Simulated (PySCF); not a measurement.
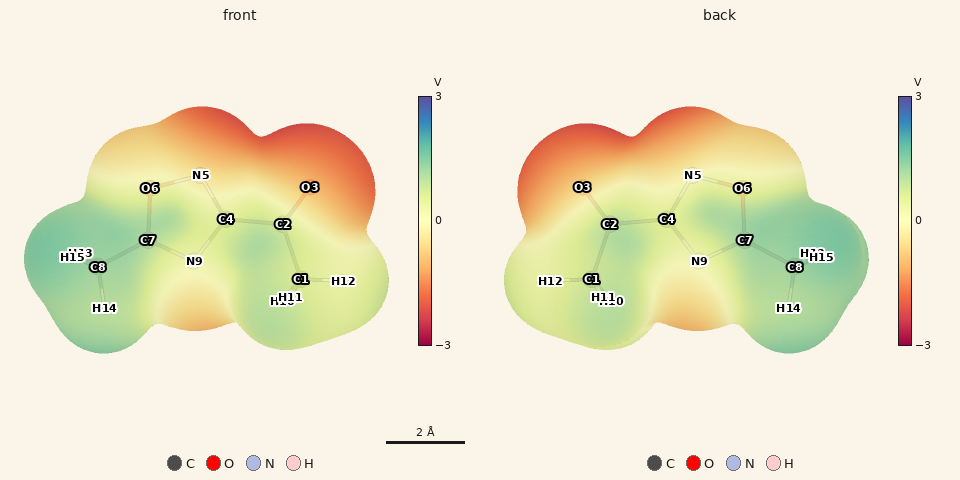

C5H6N2O2. The molecular electrostatic potential painted on the density surface at 0.002 e/bohr³, seen from the front and from behind; red is negative and blue positive.

Geometry: GFN2-xTB.

These are results of PySCF, PBE0/pcSseg-1, SCF density, in a chloroform solvent model, non-relativistic, not measurements.

```xyz
15

C     2.5332    0.4694   -0.4429
C     1.9414   -0.3817    0.6414
O     2.5781   -0.9524    1.4878
C     0.4590   -0.4605    0.5767
N    -0.2845   -1.1392    1.4084
O    -1.5543   -0.9431    0.9950
C    -1.4993   -0.1418   -0.0823
C    -2.7383    0.2618   -0.7724
N    -0.2798    0.1827   -0.3791
H     2.2460    0.0686   -1.4124
H     2.1245    1.4752   -0.3753
H     3.6151    0.4943   -0.3500
H    -3.3895    0.7934   -0.0808
H    -2.4873    0.9024   -1.6114
H    -3.2687   -0.6210   -1.1248
```

> Which sites attract a positive test charge, and which a negative one?

A positive charge is drawn to the negative regions and a negative charge to the positive ones. The most negative region (about −2.2 V, or −51 kcal/mol for a unit charge) lies over O3, the most positive (about +1.6 V, or +37 kcal/mol for a unit charge) over H13 and H15. O3 is the likeliest acceptor of a hydrogen bond.
